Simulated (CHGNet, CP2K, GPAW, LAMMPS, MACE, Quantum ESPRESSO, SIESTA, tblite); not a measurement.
# Forces in amorphous Ge (61 atoms), program by program

Aim: forces, pressure of amorphous Ge (61 atoms) at one geometry, from other programs and methods, against plane-wave PBE.

Results are calculated, not measured.

**1. The cell**

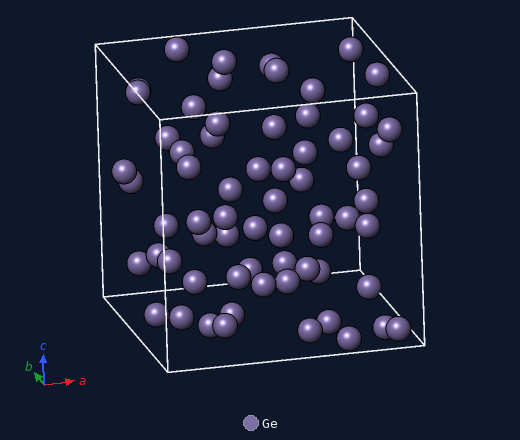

The cell (germanium purple). Some periodic images of atoms are drawn too.

The cell holds 61 atoms (61 Ge), with edges of 11.32, 11.32 and 11.32 Å. Recipe: 61 atoms (61 Ge) placed at random at 5.08 g/cm³, melted at 3500 K for 10 ps at fixed volume with the Tersoff potential (Tersoff, Phys. Rev. B 39, 5566 (1989)). Quenched from 3500 K to 100 K at 5 K/ps and fixed volume, held 5 ps, then minimised at fixed cell. The density is 5.08 g/cm³.

**2. The reference input**

Quantum ESPRESSO 7.5: Kohn-Sham DFT, PBE, SSSP efficiency 1.3.0 pseudopotentials, plane waves. Its input, pw.in:

```
&control
  calculation = 'scf'
  pseudo_dir = './pseudo'
  outdir = './tmp'
  disk_io = 'none'
  tprnfor = .true.
  tstress = .true.
/
&system
  ibrav = 0
  nat = 61
  ntyp = 1
  ecutwfc = 45
  ecutrho = 360
  nosym = .true.
  occupations = 'smearing'
  smearing = 'fd'
  degauss = 0.003675
/
&electrons
  conv_thr = 3.0e-07
  electron_maxstep = 100
  mixing_beta = 0.2
  mixing_mode = 'local-TF'
  diagonalization = 'david'
/
ATOMIC_SPECIES
Ge 72.630 Ge.upf
CELL_PARAMETERS angstrom
11.31680 0.00000 0.00000
0.00000 11.31680 0.00000
0.00000 0.00000 11.31680
ATOMIC_POSITIONS crystal
Ge 0.79848 0.13488 0.68510
Ge 0.81888 0.92381 0.75392
Ge 0.71953 0.36695 0.01381
Ge 0.24033 0.28633 0.07513
[... 55 atom lines left out ...]
Ge 0.52490 0.20417 0.24286
Ge 0.15026 0.18132 0.74206
K_POINTS gamma
```

```console
$ OMP_NUM_THREADS=1 mpirun -np 4 pw.x -in pw.in > output.txt
```

It took 4.6 min on 4 MPI ranks of Arm Neoverse V1, shared host; peak memory 4.2 GiB; 18 min of CPU time.

It converged with an r.m.s. force component of 0.22 eV/Å and a pressure of 2.0 GPa.

**3. The other programs**

- CHGNet: machine-learned potential, published weights.
- CP2K 2026.2: Gaussian basis with GTH pseudopotentials and a plane-wave density; labels give functional, basis (MOLOPT sets; SR short-range, UZH the newer set with its own potentials), grid cutoff/relative cutoff and solver (OT: orbital transformation; TRS4, TC2, SIGN: linear-scaling purification with its sparsity filter), or its built-in tight binding.
- GPAW 26.7.0: PAW with atomic orbitals (LCAO), plane waves or a real-space grid of spacing h.
- MACE: machine-learned potential, published weights.
- SIESTA 5.4.2: numerical atomic orbitals, whose automatically made sets are far from complete, with PseudoDojo norm-conserving potentials that we converted to its format (checked against plane waves on the same files for H, C, O, Si, Ge and Ca alone); labels give functional, basis size, energy shift and mesh cutoff.
- tblite 0.8.0: extended tight binding, driven from Python.

All use the same cell and atoms, and the electronic-structure runs the same k-mesh.

**4. All runs compared**

Differences are against the reference: forces as r.m.s. over components, share as that over the reference's r.m.s. force, slope as the fitted ratio of a run's forces to the reference's.

| run | Δ force, r.m.s. (meV/Å) | share (%) | slope | Δ pressure (GPa) | cores | CPU time | memory (GiB) |
| --- | --- | --- | --- | --- | --- | --- | --- |
| reference | - | - | - | - | 4 | 18 min | 4.2 |
| CHGNet 0.3.0 potential | 206 | 93.2 | 0.262 | -0.210 | 1 | 7 s | 0.61 |
| CP2K LDA, DZVP-MOLOPT-SR, 350/50 Ry, diagonalisation | 95.0 | 43.0 | 0.936 | -4.83 | 2 | 77 s | 1.8 |
| CP2K PBE+D4, DZVP-MOLOPT-SR, 350/50 Ry, diagonalisation | 47.3 | 21.5 | 1.020 | -0.696 | 2 | 99 s | 1.9 |
| CP2K PBE, DZVP-MOLOPT-SR, 350/30 Ry, diagonalisation (coarse) | 24.7 | 11.2 | 1.024 | 1.10 | 2 | 93 s | 1.9 |
| CP2K PBE, DZVP-MOLOPT-SR, 350/50 Ry, diagonalisation | 24.6 | 11.2 | 1.024 | 1.10 | 2 | 93 s | 1.9 |
| CP2K PBE, TZV2P-MOLOPT (SR for Ge), 350/50 Ry, diagonalisation | 14.8 | 6.71 | 1.019 | 0.775 | 4 | 2.4 min | 3.6 |
| CP2K PBE, TZVP-UZH, 350/50 Ry, diagonalisation | 26.1 | 11.8 | 1.027 | 0.671 | 4 | 2.9 min | 3.5 |
| GPAW PBE, LCAO dzp, h 0.2 Å | 41.2 | 18.7 | 1.061 | - | 1 | 3.3 min | 1.3 |
| GPAW PBE, LCAO dzp, h 0.2 Å, other mixer settings | 40.9 | 18.5 | 1.060 | - | 1 | 4.1 min | 1.2 |
| GPAW PBE, LCAO szp(dzp), h 0.2 Å (coarse) | 108 | 48.9 | 1.132 | - | 1 | 2.4 min | 1.3 |
| GPAW PBE, grid h 0.2 Å | 15.3 | 6.93 | 1.019 | - | 4 | 22 min | 3.9 |
| GPAW revPBE, LCAO dzp, h 0.2 Å | 51.7 | 23.4 | 1.077 | - | 1 | 3 min | 1.3 |
| MACE MP-0b2 small potential | 202 | 91.4 | 0.279 | -1.23 | 1 | 11 s | 0.66 |
| MACE MPA-0 medium potential | 181 | 82.2 | 0.462 | -0.301 | 1 | 15 s | 0.77 |
| SIESTA PBE, TZP, shift 0.01 Ry, mesh 300 Ry | 86.7 | 39.3 | 1.090 | 1.51 | 2 | 7.8 min | 1.7 |
| tblite GFN1-xTB | 102 | 46.3 | 0.766 | 1.31 | 1 | 7.8 s | 0.13 |

Rows marked coarse were listed beforehand as settings not expected to be converged; some can still land near the reference.

Times of the machine-learned potentials are mostly Python's start and the loading of weights.

CPU time is summed over cores on shared hosts, so it is rough.

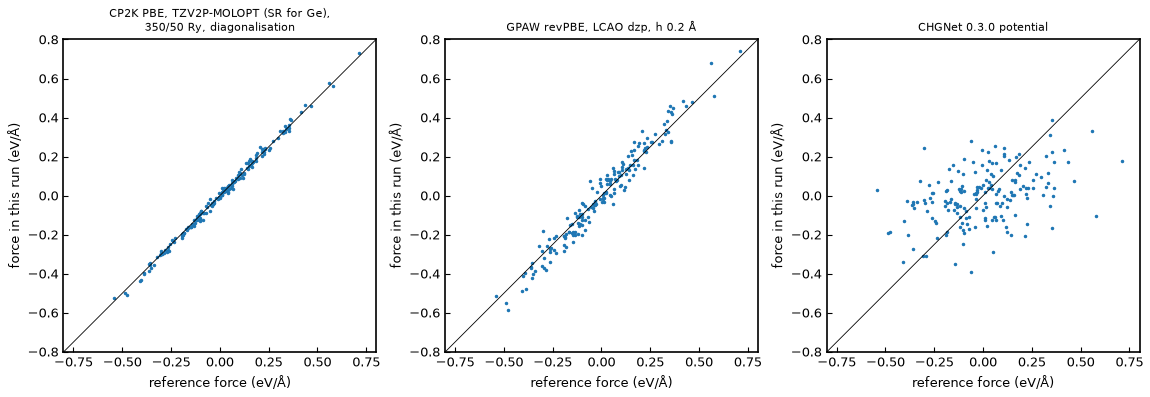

Force components against those of the reference; the line marks equality.

**5. What came out**

Forces lie from 6.7 % (CP2K PBE, TZV2P-MOLOPT (SR for Ge), 350/50 Ry, diagonalisation) to 93 % (CHGNet 0.3.0 potential) of the reference's r.m.s. force of 0.22 eV/Å away from it. Other PBE runs on plane waves or a grid: GPAW PBE, grid h 0.2 Å 6.9 % of the r.m.s. force; potentials, cutoffs or grids differ between them, and this table alone doesn't tell which side is nearer the exact PBE result. The PBE runs in local orbitals, coarse settings apart, differ by 6.7 % (CP2K PBE, TZV2P-MOLOPT (SR for Ge), 350/50 Ry, diagonalisation) to 39 % (SIESTA PBE, TZP, shift 0.01 Ry, mesh 300 Ry); basis, grid and potentials can all enter. Tight binding differs by 46 % (tblite GFN1-xTB); it is another model, with fitted parameters of its own, and the xTB methods hold dispersion.

Machine-learned potentials differ by 82 % (MACE MPA-0 medium potential) to 93 % (CHGNet 0.3.0 potential); they were trained on other programs' data. Among those trained on PBE data the slope goes as low as 0.26, with a correlation of 0.42, so directions differ as well as sizes. Rows with another functional or a dispersion term differ by 21 % (CP2K PBE+D4, DZVP-MOLOPT-SR, 350/50 Ry, diagonalisation) to 43 % (CP2K LDA, DZVP-MOLOPT-SR, 350/50 Ry, diagonalisation), which mixes the change of model with differences of basis and potentials. Runs with settings chosen to be coarse differ by 11 % (CP2K PBE, DZVP-MOLOPT-SR, 350/30 Ry, diagonalisation) to 49 % (GPAW PBE, LCAO szp(dzp), h 0.2 Å), their programs' other errors included. Pressures at PBE, coarse settings apart, lie +0.67 to +1.51 GPa from the reference's.

Caveats: Periodic xTB results under one method name differ between programs and library versions. The potentials hold different valence shells: 854 electrons in the reference, 244 in CP2K with TZVP-UZH and 244 in GPAW; this bears on time and differences. GPAW's setups keep the filled d shell of Ge in the core. The reference's pressure holds the uncorrected Pulay stress of its 45 Ry basis, so small pressure differences may be the reference's own error. Machine-learned potentials mimic data converged in k, so the reference's own k-point error enters their differences. The quench rate of 5 K/ps is many orders above laboratory rates, so the cell is likely richer in defects and strain than a real sample. The network of bonds at the start is that of the classical potential that made the cell, and needn't be the one that DFT or experiment would give. The electronic-structure runs sample only Γ, in a cell whose shortest periodic width is 11 Å, which is coarse for a cell with partly filled levels. The reference's pressure of 2.0 GPa reflects the volume that the recipe set, positions that aren't this level's minimum and the basis. Spin–orbit coupling is left out. Where levels are smeared, the DFT runs use Fermi–Dirac occupations at 580 K (0.05 eV), and energies are free energies. The reference's cutoffs and mesh weren't converged further here.

[Logs are printed without paths, hosts, clocks, repeated set-up lines and the standing remarks that a program may print on its own settings, such as how far it seeks lower states.]

[Hosts, paths, dates, database ids (printed as entryN), source tags and the programs' standing remarks are cut or masked in the printed files.]

[Cells were taken only where this reference lay near another plane-wave run.]
